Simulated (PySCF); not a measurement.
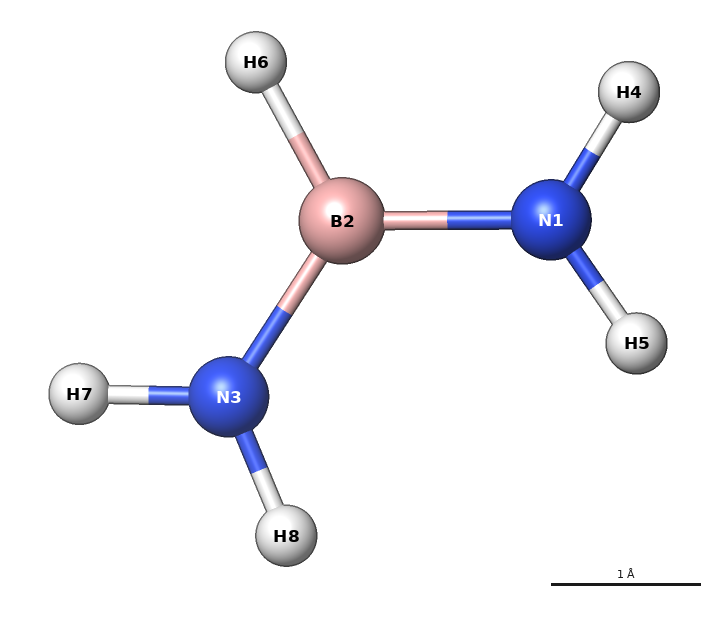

The view is orthographic, and the bar gives the scale. The computed structure is the end point of a PBE0-D3(BJ)/def2-SVP optimisation. No frequency run is at hand to confirm it as a minimum.

Write Cartesian coordinates in Å in the frame of the picture: x to the right, y up, z towards the viewer, origin at the mean of the atomic positions.

```xyz
8
BH5N2
N    1.18   0.43   0.13
B   -0.23   0.42  -0.02
N   -0.99  -0.76  -0.12
H    1.70   1.28   0.21
H    1.75  -0.41   0.18
H   -0.81   1.48  -0.06
H   -1.99  -0.74  -0.23
H   -0.60  -1.70  -0.10
```
